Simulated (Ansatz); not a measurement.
# ClH3HfSe3: a spread of methods and bases

Aim: run ClH3HfSe3 under a spread of inputs, and see what each costs and gives.

Program: Ansatz 0.2.0, Gaussian basis. Level of theory: the settings change from run to run. These are calculated values, not measurements.

## 1. The molecule

The structure was relaxed beforehand with PBE0-D4 in a triple-zeta def2 set. Hf takes a core potential in def2 sets; no spin-orbit term is included.

SMILES `[Cl][Hf]([SeH])([SeH])[SeH]`, 8 atoms, charge 0, spin multiplicity 1.

Atoms are counted from 1 here; the program's logs count them from 0.

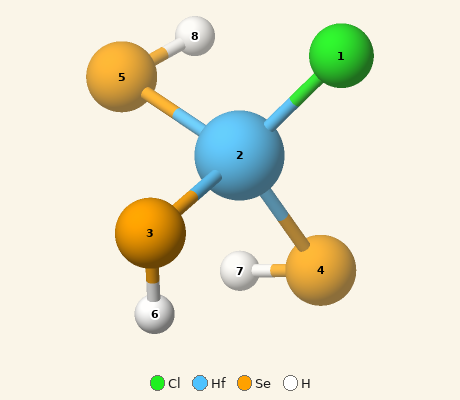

The structure; chlorine green, hafnium blue, selenium orange, hydrogen white; atoms are numbered from 1 in the order of the file.

## 2. revPBE/def2-TZVPD

Options: multiplicity 3, D3(BJ) dispersion.

Input file in.yaml:

```yaml
crystal:
  periodic: [false, false, false]
  atoms:
    - {symbol: Cl, position_ang: [-2.382762, -1.147884, 1.193835]}
    - {symbol: Hf, position_ang: [-0.367905, -0.344210, 0.363115]}
    - {symbol: Se, position_ang: [1.604143, -1.327454, 1.648532]}
    - {symbol: Se, position_ang: [-0.330534, 2.213245, 0.481561]}
    - {symbol: Se, position_ang: [0.026810, -1.067976, -2.052912]}
    - {symbol: H, position_ang: [2.247647, -0.009240, 1.503563]}
    - {symbol: H, position_ang: [0.486668, 2.163643, -0.744536]}
    - {symbol: H, position_ang: [-1.284066, -0.480134, -2.393148]}
basis:
  gaussian: {orbitals: def2-TZVPD}
magnetization: {spin_polarized: true, initial_magnetization: 2}
hamiltonian: {xc: {name: revPBE}, dispersion: d3bj}
```

The run is started by

```console
$ ansatz run in.yaml --threads 4 --pin off --events-out ev --progress --plain --max-ram 11315MiB
```

The program printed:

```text
Functional definition: revPBE
  name "revPBE"
  cite "Zhang & Yang, Phys. Rev. Lett. 80, 890 (1998) doi:10.1103/PhysRevLett.80.890"
  cite "Perdew, Burke & Ernzerhof, Phys. Rev. Lett. 77, 3865 (1996) doi:10.1103/PhysRevLett.77.3865"
  parameter kappa = 1.245
  parameter beta = 0.06672455060314922
  exchange = pbe_x(kappa = kappa, mu = beta*pi^2/3)
  correlation = pbe_c(beta = beta)
2069 factors; their error is unknown
mean field evaluation 1: about -209910.5577 eV, gradient 2.3e1 eV
mean field evaluation 2: about -209893.6184 eV, gradient 4.8e1 eV
mean field evaluation 4: about -209910.5187 eV, gradient 1.7e1 eV
mean field evaluation 8: about -209913.3056 eV, gradient 1.6e-2 eV
mean field evaluation 16: about -209913.3057 eV, gradient 5.0e-5 eV
mean field evaluation 32: about -209912.3380 eV, gradient 5.2e0 eV
mean field evaluation 64: about -209913.1720 eV, gradient 1.3e0 eV
mean field evaluation 96: about -209912.9562 eV, gradient 1.7e-1 eV
mean field -209913.30565689 eV, -7714.1716985419 hartree, gradient 6.3e-6 eV, S^2 2.004195; 10 other end points of the search recorded, 0 dependent functions left out
reference -209913.30577062 eV, -7714.1717027211 hartree; 68, 66 occupied and 219, 221 virtual orbitals, 2069 factors
Total energy: -209913.96113757 eV, -7714.1957870124 hartree
```

Run time: 1.8 min. Hardware: 4 threads of Arm Neoverse V1, shared host; peak memory 1.7 GiB.

⟨S²⟩ 2.004.

## 3. B2PLYP/def2-TZVP

Set apart from the defaults: charge -1, multiplicity 2, atoms shaken by 0.03 Å.

Input file in.yaml:

```yaml
crystal:
  periodic: [false, false, false]
  atoms:
    - {symbol: Cl, position_ang: [-2.397731, -1.142548, 1.200163]}
    - {symbol: Hf, position_ang: [-0.413652, -0.342665, 0.411009]}
    - {symbol: Se, position_ang: [1.570898, -1.348799, 1.667234]}
    - {symbol: Se, position_ang: [-0.331307, 2.182628, 0.486574]}
    - {symbol: Se, position_ang: [0.048927, -1.048928, -2.045545]}
    - {symbol: H, position_ang: [2.245529, 0.018579, 1.522927]}
    - {symbol: H, position_ang: [0.482663, 2.163818, -0.724611]}
    - {symbol: H, position_ang: [-1.247257, -0.473062, -2.411587]}
basis:
  gaussian: {orbitals: def2-TZVP}
total_charge: -1
magnetization: {spin_polarized: true, initial_magnetization: 1}
hamiltonian: {xc: {name: B2PLYP}}
```

Same command.

The program printed, cut to the lines that bear on the results:

```text
Functional definition: B2PLYP
  name "B2PLYP"
  cite "Grimme, J. Chem. Phys. 124, 034108 (2006) doi:10.1063/1.2148954"
  cite "Becke, Phys. Rev. A 38, 3098 (1988) doi:10.1103/PhysRevA.38.3098"
  cite "Lee, Yang & Parr, Phys. Rev. B 37, 785 (1988) doi:10.1103/PhysRevB.37.785"
[...]
1702 factors; integrals over basis functions are off by at most 1.2e-3 eV
[...]
mean field -209885.29464054 eV, -7713.1423126775 hartree, gradient 5.6e-6 eV, S^2 0.754342; 8 other end points of the search recorded, 0 dependent functions left out
32 core orbitals not correlated: weight in the atoms' cores, before any rotation towards them, 1.000 or more for the frozen orbitals, at most 0.000 for the correlated occupied ones
reference -209885.29482502 eV, -7713.1423194571 hartree; 36, 35 occupied and 171, 172 virtual orbitals, 1702 factors
second order -42.54941245 eV of doubles, -0.00000000 eV of singles
Total energy: -209896.78316639 eV, -7713.5645082151 hartree
```

It took 1.7 min on 4 threads of Arm Neoverse V1, shared host; peak memory 1.6 GiB.

⟨S²⟩ 0.754.

## 4. BLYP/def2-TZVPP

Set apart from the defaults: multiplicity 3, D3(BJ) dispersion.

Input file in.yaml:

```yaml
crystal:
  periodic: [false, false, false]
  atoms:
    - {symbol: Cl, position_ang: [-2.382762, -1.147884, 1.193835]}
    - {symbol: Hf, position_ang: [-0.367905, -0.344210, 0.363115]}
    - {symbol: Se, position_ang: [1.604143, -1.327454, 1.648532]}
    - {symbol: Se, position_ang: [-0.330534, 2.213245, 0.481561]}
    - {symbol: Se, position_ang: [0.026810, -1.067976, -2.052912]}
    - {symbol: H, position_ang: [2.247647, -0.009240, 1.503563]}
    - {symbol: H, position_ang: [0.486668, 2.163643, -0.744536]}
    - {symbol: H, position_ang: [-1.284066, -0.480134, -2.393148]}
basis:
  gaussian: {orbitals: def2-TZVPP}
magnetization: {spin_polarized: true, initial_magnetization: 2}
hamiltonian: {xc: {name: BLYP}, dispersion: d3bj}
output: {forces: true}
```

Same command.

The program printed, cut to the lines that bear on the results:

```text
Functional definition: BLYP
  name "BLYP"
  cite "Becke, Phys. Rev. A 38, 3098 (1988) doi:10.1103/PhysRevA.38.3098"
  cite "Lee, Yang & Parr, Phys. Rev. B 37, 785 (1988) doi:10.1103/PhysRevB.37.785"
[...]
1990 factors; their error is unknown
[...]
mean field -209932.57410311 eV, -7714.8798008797 hartree, gradient 1.9e-6 eV, S^2 2.002757; 10 other end points of the search recorded, 0 dependent functions left out
[...]
reference -209932.57449610 eV, -7714.8798153221 hartree; 68, 66 occupied and 216, 218 virtual orbitals, 1990 factors
Total energy: -209933.33134476 eV, -7714.9076289972 hartree
Atom 0 at    -2.382762    -1.147884     1.193835 Å, force    -0.876445    -0.513718     0.219552 eV/Å
Atom 1 at    -0.367905    -0.344210     0.363115 Å, force    -0.353744     0.045707     0.455151 eV/Å
Atom 2 at     1.604143    -1.327454     1.648532 Å, force     0.877344    -0.688528     1.079568 eV/Å
Atom 3 at    -0.330534     2.213245     0.481561 Å, force    -0.275246     0.620044     0.174858 eV/Å
Atom 4 at     0.026810    -1.067976    -2.052912 Å, force     0.215684    -0.081940    -0.733140 eV/Å
Atom 5 at     2.247647    -0.009240     1.503563 Å, force     0.347970     0.209700    -0.229791 eV/Å
Atom 6 at     0.486668     2.163643    -0.744536 Å, force     0.551972     0.399096    -0.402496 eV/Å
Atom 7 at    -1.284066    -0.480134    -2.393148 Å, force    -0.487535     0.009639    -0.563702 eV/Å
Dipole moment:     0.322742     0.211374    -0.181461 e Å
```

Run time: 87 s. Hardware: 4 threads of Arm Neoverse V1, shared host; peak memory 1.5 GiB.

Largest force 1.552 eV/Å, dipole 2.05 D, ⟨S²⟩ 2.003.

## 5. CAM-B3LYP/def2-TZVPP

This run has atoms shaken by 0.03 Å, finite nuclei, D3(BJ) dispersion, high accuracy.

Input file in.yaml:

```yaml
crystal:
  periodic: [false, false, false]
  atoms:
    - {symbol: Cl, position_ang: [-2.351448, -1.136701, 1.178489]}
    - {symbol: Hf, position_ang: [-0.376677, -0.370723, 0.342408]}
    - {symbol: Se, position_ang: [1.621065, -1.323163, 1.678511]}
    - {symbol: Se, position_ang: [-0.334079, 2.227246, 0.488425]}
    - {symbol: Se, position_ang: [0.075950, -1.090646, -2.059748]}
    - {symbol: H, position_ang: [2.268813, 0.004415, 1.572185]}
    - {symbol: H, position_ang: [0.442802, 2.183381, -0.722447]}
    - {symbol: H, position_ang: [-1.319825, -0.499545, -2.339501]}
basis:
  gaussian: {orbitals: def2-TZVPP, nuclear_model: gaussian}
hamiltonian: {xc: {name: CAM-B3LYP}, dispersion: d3bj}
accuracy: high
output: {forces: true}
```

Same command.

The program printed, cut to the lines that bear on the results:

```text
Functional definition: CAM-B3LYP
  name "CAM-B3LYP"
  cite "Yanai, Tew & Handy, Chem. Phys. Lett. 393, 51 (2004) doi:10.1016/j.cplett.2004.06.011"
  cite "Iikura, Tsuneda, Yanai & Hirao, J. Chem. Phys. 115, 3540 (2001) doi:10.1063/1.1383587"
  cite "Becke, Phys. Rev. A 38, 3098 (1988) doi:10.1103/PhysRevA.38.3098"
  cite "Lee, Yang & Parr, Phys. Rev. B 37, 785 (1988) doi:10.1103/PhysRevB.37.785"
  cite "Vosko, Wilk & Nusair, Can. J. Phys. 58, 1200 (1980) doi:10.1139/p80-159"
[...]
  # Exact exchange under (alpha + beta erf(omega r))/r, Becke's under what is left of 1/r.
[...]
4575 factors; integrals over basis functions are off by at most 1.2e-6 eV
767 factors; integrals over basis functions are off by at most 1.1e-7 eV
[...]
mean field -209942.01490045 eV, -7715.2267437828 hartree, gradient 5.9e-8 eV, S^2 0.000000; 0 other end points of the search recorded, 0 dependent functions left out
[...]
reference -209942.01492233 eV, -7715.2267445870 hartree; 67, 67 occupied and 217, 217 virtual orbitals, 4575 factors
Total energy: -209942.38993111 eV, -7715.2405259055 hartree
Atom 0 at    -2.351448    -1.136701     1.178489 Å, force    -0.771669    -0.340734     0.290608 eV/Å
Atom 1 at    -0.376677    -0.370723     0.342408 Å, force     1.137613     0.669179     0.028431 eV/Å
Atom 2 at     1.621065    -1.323163     1.678511 Å, force    -0.140021     0.324398    -0.145986 eV/Å
Atom 3 at    -0.334079     2.227246     0.488425 Å, force    -0.401490    -0.427458     0.501065 eV/Å
Atom 4 at     0.075950    -1.090646    -2.059748 Å, force    -1.184783     0.459622    -0.261309 eV/Å
Atom 5 at     2.268813     0.004415     1.572185 Å, force    -0.125669    -0.250396     0.010018 eV/Å
Atom 6 at     0.442802     2.183381    -0.722447 Å, force     0.387419     0.043648    -0.579316 eV/Å
Atom 7 at    -1.319825    -0.499545    -2.339501 Å, force     1.098600    -0.478258     0.156490 eV/Å
Dipole moment:    -0.018553     0.072910    -0.118723 e Å
```

Wall time 47 s (4 threads of Arm Neoverse V1, shared host); peak memory 3.2 GiB.

Largest force 1.320 eV/Å, dipole 0.68 D.

## 6. CAM-B3LYP/def2-mTZVPP

Options: D3(BJ) dispersion, the search for lower states set to off.

Input file in.yaml:

```yaml
crystal:
  periodic: [false, false, false]
  atoms:
    - {symbol: Cl, position_ang: [-2.382762, -1.147884, 1.193835]}
    - {symbol: Hf, position_ang: [-0.367905, -0.344210, 0.363115]}
    - {symbol: Se, position_ang: [1.604143, -1.327454, 1.648532]}
    - {symbol: Se, position_ang: [-0.330534, 2.213245, 0.481561]}
    - {symbol: Se, position_ang: [0.026810, -1.067976, -2.052912]}
    - {symbol: H, position_ang: [2.247647, -0.009240, 1.503563]}
    - {symbol: H, position_ang: [0.486668, 2.163643, -0.744536]}
    - {symbol: H, position_ang: [-1.284066, -0.480134, -2.393148]}
basis:
  gaussian: {orbitals: def2-mTZVPP}
hamiltonian: {xc: {name: CAM-B3LYP}, dispersion: d3bj}
scf: {lower_state_search: off}
output: {forces: true}
```

Launched as before.

The program printed, cut to the lines that bear on the results:

```text
Functional definition: CAM-B3LYP
  name "CAM-B3LYP"
  cite "Yanai, Tew & Handy, Chem. Phys. Lett. 393, 51 (2004) doi:10.1016/j.cplett.2004.06.011"
  cite "Iikura, Tsuneda, Yanai & Hirao, J. Chem. Phys. 115, 3540 (2001) doi:10.1063/1.1383587"
  cite "Becke, Phys. Rev. A 38, 3098 (1988) doi:10.1103/PhysRevA.38.3098"
  cite "Lee, Yang & Parr, Phys. Rev. B 37, 785 (1988) doi:10.1103/PhysRevB.37.785"
  cite "Vosko, Wilk & Nusair, Can. J. Phys. 58, 1200 (1980) doi:10.1139/p80-159"
[...]
  # Exact exchange under (alpha + beta erf(omega r))/r, Becke's under what is left of 1/r.
[...]
1775 factors; integrals over basis functions are off by at most 7.5e-4 eV
490 factors; integrals over basis functions are off by at most 6.7e-6 eV
[...]
Total energy: -209942.48941935 eV, -7715.2441820307 hartree
Atom 0 at    -2.382762    -1.147884     1.193835 Å, force    -0.210802    -0.085511     0.083957 eV/Å
Atom 1 at    -0.367905    -0.344210     0.363115 Å, force     0.116919    -0.024228     0.008213 eV/Å
Atom 2 at     1.604143    -1.327454     1.648532 Å, force     0.079557     0.139563     0.006876 eV/Å
Atom 3 at    -0.330534     2.213245     0.481561 Å, force     0.082550     0.020112    -0.137175 eV/Å
Atom 4 at     0.026810    -1.067976    -2.052912 Å, force    -0.129236     0.056331    -0.075938 eV/Å
Atom 5 at     2.247647    -0.009240     1.503563 Å, force     0.012256    -0.128745     0.045959 eV/Å
Atom 6 at     0.486668     2.163643    -0.744536 Å, force    -0.052434     0.079928     0.098946 eV/Å
Atom 7 at    -1.284066    -0.480134    -2.393148 Å, force     0.101189    -0.057451    -0.030839 eV/Å
Dipole moment:     0.066958     0.161037    -0.116094 e Å
Checks for a lower state left out: stability, starts, cluster_reference, orbital_swaps, neighbouring_geometries, increment
```

Wall time 6 s (4 threads of Arm Neoverse V1, shared host); peak memory 0.66 GiB.

Largest force 0.242 eV/Å, dipole 1.01 D.

## 7. B2GP-PLYP/def2-TZVPD

Options: the search for lower states set to off.

Changes to in.yaml since step 6:

```diff
@@ -12,4 +12,4 @@
 basis:
-  gaussian: {orbitals: def2-mTZVPP}
-hamiltonian: {xc: {name: CAM-B3LYP}, dispersion: d3bj}
+  gaussian: {orbitals: def2-TZVPD}
+hamiltonian: {xc: {name: B2GP-PLYP}}
 scf: {lower_state_search: off}
```

Same command.

The program printed, cut to the lines that bear on the results:

```text
Functional definition: B2GP-PLYP
  name "B2GP-PLYP"
  cite "Karton, Tarnopolsky, Lamère, Schatz & Martin, J. Phys. Chem. A 112, 12868 (2008) doi:10.1021/jp801805p"
  cite "Becke, Phys. Rev. A 38, 3098 (1988) doi:10.1103/PhysRevA.38.3098"
  cite "Lee, Yang & Parr, Phys. Rev. B 37, 785 (1988) doi:10.1103/PhysRevB.37.785"
[...]
1968 factors; integrals over basis functions are off by at most 1.2e-3 eV
[...]
mean field -209868.65282680 eV, -7712.5307373028 hartree, gradient 4.3e-6 eV, S^2 0.000000; 0 other end points of the search recorded, 0 dependent functions left out
32 core orbitals not correlated: weight in the atoms' cores, before any rotation towards them, 1.000 or more for the frozen orbitals, at most 0.000 for the correlated occupied ones
reference -209868.65299161 eV, -7712.5307433593 hartree; 35, 35 occupied and 220, 220 virtual orbitals, 1968 factors
second order -40.70643921 eV of doubles, -0.00000000 eV of singles
[...]
Total energy: -209883.30730972 eV, -7713.0692796171 hartree
Atom 0 at    -2.382762    -1.147884     1.193835 Å, force    -0.182161    -0.073777     0.085069 eV/Å
Atom 1 at    -0.367905    -0.344210     0.363115 Å, force     0.076876     0.037319    -0.035703 eV/Å
Atom 2 at     1.604143    -1.327454     1.648532 Å, force     0.134976     0.048113     0.060972 eV/Å
Atom 3 at    -0.330534     2.213245     0.481561 Å, force     0.047229     0.113719    -0.084492 eV/Å
Atom 4 at     0.026810    -1.067976    -2.052912 Å, force    -0.085901     0.001028    -0.144961 eV/Å
Atom 5 at     2.247647    -0.009240     1.503563 Å, force    -0.031186    -0.103664     0.016758 eV/Å
Atom 6 at     0.486668     2.163643    -0.744536 Å, force    -0.054113     0.022474     0.091092 eV/Å
Atom 7 at    -1.284066    -0.480134    -2.393148 Å, force     0.094281    -0.045212     0.011265 eV/Å
Dipole moment:     0.067285     0.136556    -0.094801 e Å
Checks for a lower state left out: starts, cluster_reference, orbital_swaps, neighbouring_geometries, increment
```

It took 52 s on 4 threads of Arm Neoverse V1, shared host; peak memory 1.4 GiB.

Largest force 0.214 eV/Å, dipole 0.86 D.

## 8. CAM-B3LYP/def2-mTZVP

Set apart from the defaults: charge +1, multiplicity 2, atoms shaken by 0.03 Å, D3(BJ) dispersion.

Input file in.yaml:

```yaml
crystal:
  periodic: [false, false, false]
  atoms:
    - {symbol: Cl, position_ang: [-2.350203, -1.156715, 1.181827]}
    - {symbol: Hf, position_ang: [-0.371392, -0.321041, 0.346487]}
    - {symbol: Se, position_ang: [1.630057, -1.345531, 1.616575]}
    - {symbol: Se, position_ang: [-0.311389, 2.205399, 0.513451]}
    - {symbol: Se, position_ang: [0.015102, -1.035459, -2.073418]}
    - {symbol: H, position_ang: [2.253623, 0.048117, 1.472743]}
    - {symbol: H, position_ang: [0.453708, 2.194974, -0.805730]}
    - {symbol: H, position_ang: [-1.314461, -0.525719, -2.398427]}
basis:
  gaussian: {orbitals: def2-mTZVP}
total_charge: 1
magnetization: {spin_polarized: true, initial_magnetization: 1}
hamiltonian: {xc: {name: CAM-B3LYP}, dispersion: d3bj}
output: {forces: true}
```

Launched as before.

The program printed, cut to the lines that bear on the results:

```text
Functional definition: CAM-B3LYP
  name "CAM-B3LYP"
  cite "Yanai, Tew & Handy, Chem. Phys. Lett. 393, 51 (2004) doi:10.1016/j.cplett.2004.06.011"
  cite "Iikura, Tsuneda, Yanai & Hirao, J. Chem. Phys. 115, 3540 (2001) doi:10.1063/1.1383587"
  cite "Becke, Phys. Rev. A 38, 3098 (1988) doi:10.1103/PhysRevA.38.3098"
  cite "Lee, Yang & Parr, Phys. Rev. B 37, 785 (1988) doi:10.1103/PhysRevB.37.785"
  cite "Vosko, Wilk & Nusair, Can. J. Phys. 58, 1200 (1980) doi:10.1139/p80-159"
[...]
  # Exact exchange under (alpha + beta erf(omega r))/r, Becke's under what is left of 1/r.
[...]
1677 factors; integrals over basis functions are off by at most 4.6e-4 eV
466 factors; integrals over basis functions are off by at most 6.4e-6 eV
[...]
mean field -209932.34602960 eV, -7714.8714193330 hartree, gradient 1.3e-6 eV, S^2 0.784763; 6 other end points of the search recorded, 0 dependent functions left out
[...]
reference -209932.34618137 eV, -7714.8714249102 hartree; 67, 66 occupied and 108, 109 virtual orbitals, 1677 factors
Total energy: -209932.72304864 eV, -7714.8852745269 hartree
Atom 0 at    -2.350203    -1.156715     1.181827 Å, force     0.120414     0.076453    -0.076901 eV/Å
Atom 1 at    -0.371392    -0.321041     0.346487 Å, force    -0.417382    -0.492881     0.283874 eV/Å
Atom 2 at     1.630057    -1.345531     1.616575 Å, force     0.393608     0.879767     0.189724 eV/Å
Atom 3 at    -0.311389     2.205399     0.513451 Å, force     0.278235     0.452565    -0.729002 eV/Å
Atom 4 at     0.015102    -1.035459    -2.073418 Å, force     0.519539     0.113389    -0.281253 eV/Å
Atom 5 at     2.253623     0.048117     1.472743 Å, force    -0.149631    -0.944752    -0.076078 eV/Å
Atom 6 at     0.453708     2.194974    -0.805730 Å, force    -0.192814     0.068021     0.808240 eV/Å
Atom 7 at    -1.314461    -0.525719    -2.398427 Å, force    -0.551970    -0.152563    -0.118603 eV/Å
Dipole moment:     0.402197     0.235265    -0.235431 e Å
```

It took 49 s on 4 threads of Arm Neoverse V1, shared host; peak memory 1.3 GiB.

Largest force 0.982 eV/Å, ⟨S²⟩ 0.785.

## 9. HF/def2-TZVP

This run has finite nuclei, the search for lower states set to full.

Input file in.yaml:

```yaml
crystal:
  periodic: [false, false, false]
  atoms:
    - {symbol: Cl, position_ang: [-2.382762, -1.147884, 1.193835]}
    - {symbol: Hf, position_ang: [-0.367905, -0.344210, 0.363115]}
    - {symbol: Se, position_ang: [1.604143, -1.327454, 1.648532]}
    - {symbol: Se, position_ang: [-0.330534, 2.213245, 0.481561]}
    - {symbol: Se, position_ang: [0.026810, -1.067976, -2.052912]}
    - {symbol: H, position_ang: [2.247647, -0.009240, 1.503563]}
    - {symbol: H, position_ang: [0.486668, 2.163643, -0.744536]}
    - {symbol: H, position_ang: [-1.284066, -0.480134, -2.393148]}
basis:
  gaussian: {orbitals: def2-TZVP, nuclear_model: gaussian}
hamiltonian: {xc: {name: HF}}
scf: {lower_state_search: full}
```

Launched as before.

The program printed:

```text
Functional definition: HF
  name "HF"
  cite "Fock, Z. Phys. 61, 126 (1930) doi:10.1007/BF01340294"
  parent pbe
  exchange = exact_x
  correlation = 0
2421 factors; their error is unknown
mean field evaluation 1: about -209749.8035 eV, gradient 2.8e1 eV
mean field evaluation 2: about -209751.1906 eV, gradient 2.5e1 eV
mean field evaluation 4: about -209752.8355 eV, gradient 1.1e0 eV
mean field evaluation 8: about -209752.8443 eV, gradient 3.8e-2 eV
mean field evaluation 16: about -209755.2328 eV, gradient 2.8e1 eV
mean field evaluation 32: about -209758.2338 eV, gradient 1.8e-1 eV
mean field evaluation 64: about -209758.2293 eV, gradient 2.4e0 eV
mean field -209758.23394104 eV, -7708.4729180959 hartree, gradient 1.1e-5 eV, S^2 0.000000; 3 other end points of the search recorded, 0 dependent functions left out
reference -209758.23394104 eV, -7708.4729180959 hartree; 67, 67 occupied and 172, 172 virtual orbitals, 2421 factors
Total energy: -209758.23394104 eV, -7708.4729180959 hartree
```

It took 15 s on 4 threads of Arm Neoverse V1, shared host; peak memory 1.2 GiB.

## 10. The runs in one table

| level | charge | multiplicity | geometry | functions | energy (eV) | time |
| --- | --- | --- | --- | --- | --- | --- |
| revPBE/def2-TZVPD | 0 | 3 | relaxed | 287 | -209913.961 | 1.8 min |
| B2PLYP/def2-TZVP | -1 | 2 | shaken | 239 | -209896.783 | 1.7 min |
| BLYP/def2-TZVPP | 0 | 3 | relaxed | 284 | -209933.331 | 87 s |
| CAM-B3LYP/def2-TZVPP | 0 | 1 | shaken | 284 | -209942.390 | 47 s |
| CAM-B3LYP/def2-mTZVPP | 0 | 1 | relaxed | 186 | -209942.489 | 6 s |
| B2GP-PLYP/def2-TZVPD | 0 | 1 | relaxed | 287 | -209883.307 | 52 s |
| CAM-B3LYP/def2-mTZVP | 1 | 2 | shaken | 175 | -209932.723 | 49 s |
| HF/def2-TZVP | 0 | 1 | relaxed | 239 | -209758.234 | 15 s |

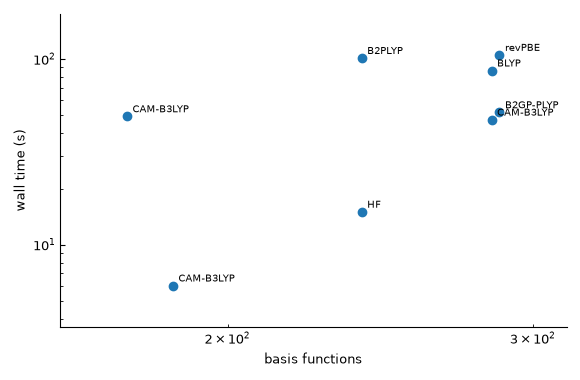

Wall time against the number of basis functions (shared host).

## 11. Outcome

| quantity | value |
| --- | --- |
| runs | 8 |
| quickest | CAM-B3LYP/def2-mTZVPP, 6 s |
| slowest | revPBE/def2-TZVPD, 1.8 min |
| spread of total energies, same state and geometry | 184.3 eV |
| dipole, same state and geometry | 0.86 to 1.01 D |

Run time spans a factor of 17, from CAM-B3LYP/def2-mTZVPP to revPBE/def2-TZVPD. The jobs differ in tasks and options as well as level. The totals spread over 184 eV; they can't be compared across methods or bases. At the PBE0-D4/def2-TZVP geometry and in the same state, the sound runs without point charges leave forces up to 0.24 eV/Å (CAM-B3LYP/def2-mTZVPP), against 1.3 eV/Å where the atoms were moved.
